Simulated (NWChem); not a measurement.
**BH (SMILES [BH]) at B3LYP/def2-TZVPPD**

What is the vertical singlet–triplet gap of BH at B3LYP/def2-TZVPPD? 

Program for the calculation: NWChem 7.3.0.

2 further runs of the same task are left out: 2 set aside as unsound or not needed.

## (1) The system as given

BH has 2 atoms, charge 0, and is taken as a singlet. As SMILES, `[BH]`. Geometry: the measured bond length.

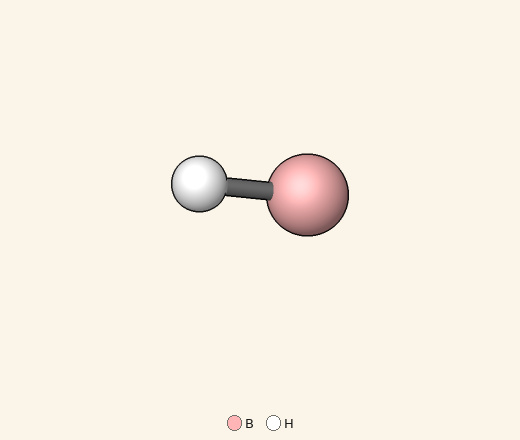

Viewed from a chosen angle; boron pink, hydrogen white.

## (2) Energy and forces at B3LYP/def2-TZVPPD

The input, mol.nw:

```
start mol
title "BH"
memory stack 880 mb heap 220 mb global 1100 mb

geometry noautosym nocenter noautoz
  B        0.000000       0.000000       0.000000
  H        0.000000       0.000000       1.232400
end

basis spherical bse
  * library def2-TZVPPD
end

dft
  xc b3lyp
  grid xfine
  convergence energy 1e-08
  maxiter 100
  mulliken
end

task dft gradient
```

The run is started by

```bash
$ nwchem mol.nw > mol.out
```

What it wrote:

```text
[...]
          Wavefunction type:  closed shell.
          No. of atoms     :     2
          No. of electrons :     6
[...]
          Charge           :     0
          Spin multiplicity:     1
[...]
          AO basis - number of functions:    54
[...]
              XC Information
              --------------
                         B3LYP Method XC Potential
                     Hartree-Fock (Exact) Exchange  0.200
                        Slater Exchange Functional  0.800 local
                    Becke 1988 Exchange Functional  0.720 non-local
              Lee-Yang-Parr Correlation Functional  0.810
                  VWN I RPA Correlation Functional  0.190 local
[...]
 d= 0,ls=0.0,diis     1    -25.2831853255 -2.74D+01  5.57D-03  9.55D-02     1.1
[...]
 d= 0,ls=0.0,diis     7    -25.2997487245 -3.37D-10  1.31D-07  1.68D-12     6.0
         Total DFT energy =      -25.299748724476
      One electron energy =      -37.243853087743
           Coulomb energy =       14.095572252616
    Exchange-Corr. energy =       -4.298405770718
 Nuclear repulsion energy =        2.146937881368
[...]
      Total Density - Mulliken Population Analysis
     ---------------------------------------------
    Atom       Charge   Shell Charges
 -----------   ------   -------------------------------------------------------
    1 B    5     5.03   0.92  1.05  0.72  0.85  0.25  0.01  0.52  0.50  0.16  0.01  0.03  0.00  0.00
    2 H    1     0.97   0.27  0.48  0.19  0.00  0.01  0.02 -0.00
[...]
  wavefunction    = closed shell
                         DFT ENERGY GRADIENTS
    atom               coordinates                        gradient
                 x          y          z           x          y          z
   1 B       0.000000   0.000000   0.000000   -0.000000  -0.000000  -0.000164
   2 H       0.000000   0.000000   2.328898    0.000000   0.000000   0.000164
[...]
```

Wall time 9 s (1 thread of Intel Xeon Platinum 8259CL at 2.50GHz (Skylake/Cascade Lake), shared host); peak memory 0.12 GiB.

## (3) The triplet: a single-point energy at UB3LYP/def2-TZVPPD

The input, job.nw:

```
start job
title "BH energy"
memory 2200 mb
charge 0

geometry noautosym nocenter noautoz
  B      0.000000     0.000000     0.000000
  H      0.000000     0.000000     1.232400
end

basis spherical bse
  * library def2-TZVPPD
end

dft
  xc b3lyp
  mult 3
  grid xfine
  convergence energy 1e-08
  maxiter 100
  mulliken
  noprint "final vectors analysis"
end

task dft energy
```

The run is started by

```bash
$ nwchem job.nw > job.out
```

What it wrote:

```text
[...]
          Wavefunction type:  spin polarized.
          No. of atoms     :     2
          No. of electrons :     6
[...]
          Charge           :     0
          Spin multiplicity:     3
[...]
          AO basis - number of functions:    54
[...]
              XC Information
              --------------
                         B3LYP Method XC Potential
                     Hartree-Fock (Exact) Exchange  0.200
                        Slater Exchange Functional  0.800 local
                    Becke 1988 Exchange Functional  0.720 non-local
              Lee-Yang-Parr Correlation Functional  0.810
                  VWN I RPA Correlation Functional  0.190 local
[...]
 d= 0,ls=0.0,diis     1    -25.2108338995 -2.74D+01  7.25D-03  5.11D-02     1.6
[...]
 d= 0,ls=0.0,diis     8    -25.2576814397 -2.76D-09  3.25D-07  1.28D-10    10.3
[...]
         Total DFT energy =      -25.257681439716
      One electron energy =      -37.222734596737
           Coulomb energy =       14.137258760182
    Exchange-Corr. energy =       -4.319143484530
 Nuclear repulsion energy =        2.146937881368
[...]
      Total Density - Mulliken Population Analysis
     ---------------------------------------------
    Atom       Charge   Shell Charges
 -----------   ------   -------------------------------------------------------
    1 B    5     5.07   0.92  1.06  0.58  0.66  0.13  0.00  0.73  0.72  0.26  0.01  0.01  0.00  0.00
    2 H    1     0.93   0.24  0.46  0.20  0.00  0.01  0.02  0.00
[...]
      <S2> =      2.0015 (Exact =     2.0000)
[...]
```

It took 11 s on 1 thread of Intel Xeon Platinum 8259CL at 2.50GHz (Skylake/Cascade Lake), shared host; peak memory 0.11 GiB.

## (4) Results

At B3LYP/def2-TZVPPD:

```
                                        quantity         value
                           singlet: total energy  -25.29975 Eh
                          singlet: dipole moment        1.57 D
                            singlet: HOMO energy      -6.53 eV
                            singlet: LUMO energy      -2.61 eV
                          singlet: HOMO–LUMO gap       3.91 eV
               singlet: largest force on an atom    0.008 eV/Å
                           triplet: total energy  -25.25768 Eh
                          triplet: dipole moment        0.19 D
                                   triplet: ⟨S²⟩         2.002
vertical energy of the triplet above the singlet      1.145 eV
```

**Reading.** At this shape the triplet lies 1.14 eV (110 kJ/mol) above the singlet.
